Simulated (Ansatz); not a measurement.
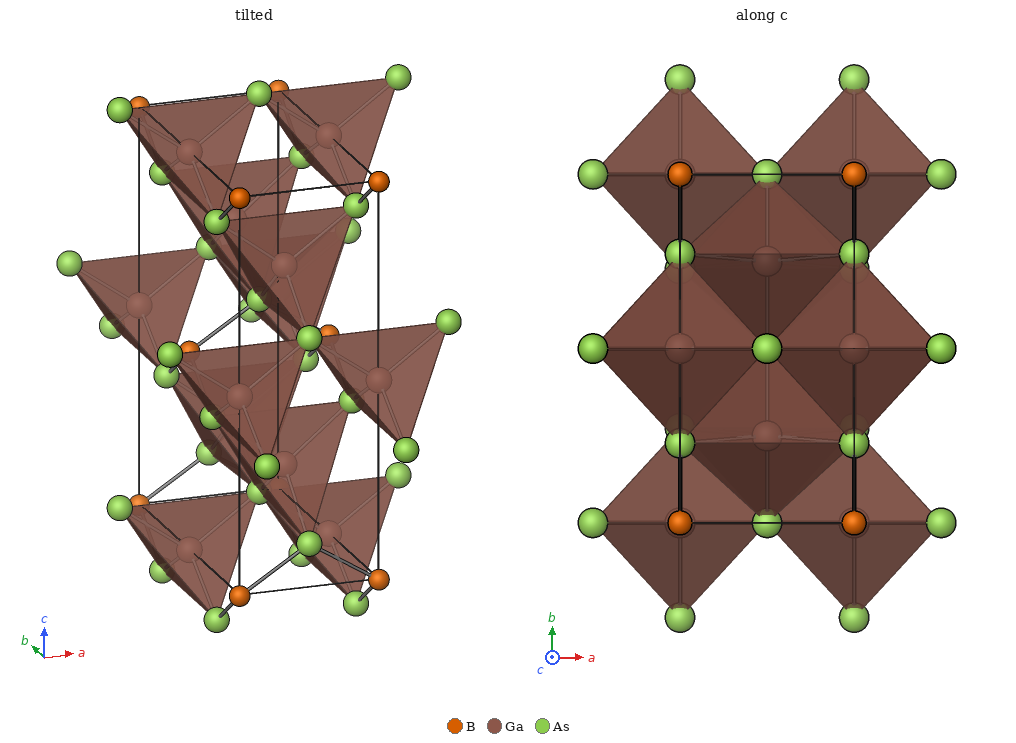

Drawn in the polyhedral manner and seen slightly off an axis and along the c axis. The conventional unit cell is drawn as a box. Some atoms of the next cells are drawn as well.

Ga3BAs4, space group Amm2 (No. 38), a = 3.854 Å, b = 7.715 Å, c = 10.962 Å, α = 90.00°, β = 90.00°, γ = 90.00°. The model was built from a structure type filled with these elements by a generator (whether the compound takes this form wasn't checked). Earlier steps of the study may have refined or changed the cell and positions. It was run through Ansatz as a DFT input.

This one geometry was computed with Ansatz (DFT, plane waves, PAW) at five levels of theory: PBE with spin-orbit coupling, r2SCAN, PBE0, HSE06 and PBE. It was relaxed beforehand with r2SCAN.

**Which level gives the highest pressure at this volume, and what does that say about its equilibrium volume?**

Highest: PBE with spin-orbit coupling (2.6 GPa) and PBE (2.6 GPa), which points to the largest equilibrium volume. Lowest, with the smallest volume: r2SCAN (0.0 GPa), PBE0 (0.1 GPa) and HSE06 (0.3 GPa). Levels within 0.5 GPa of each other can't be told apart.

**How does the band gap change with the level of theory?**

PBE with spin-orbit coupling: a gap of 0.16 eV, direct; PBE: a gap of 0.21 eV, direct; r2SCAN: a gap of 0.46 eV, direct; HSE06: a gap of 0.91 eV, direct; PBE0: a gap of 1.58 eV, direct.

**Collect the results in a table.**

| level | cutoff (eV) | k-mesh of the run's cell | gap (eV) | pressure (GPa) |
| --- | --- | --- | --- | --- |
| PBE with spin-orbit coupling | 420 | 6×4×4 | 0.16 | 2.6 |
| r2SCAN | 500 | 6×4×4 | 0.46 | 0.0 |
| PBE0 | 420 | 4×2×2 | 1.58 | 0.1 |
| HSE06 | 420 | 4×2×2 | 0.91 | 0.3 |
| PBE | 420 | 6×4×4 | 0.21 | 2.6 |

Gaps are taken on the k-mesh or band path of each run.
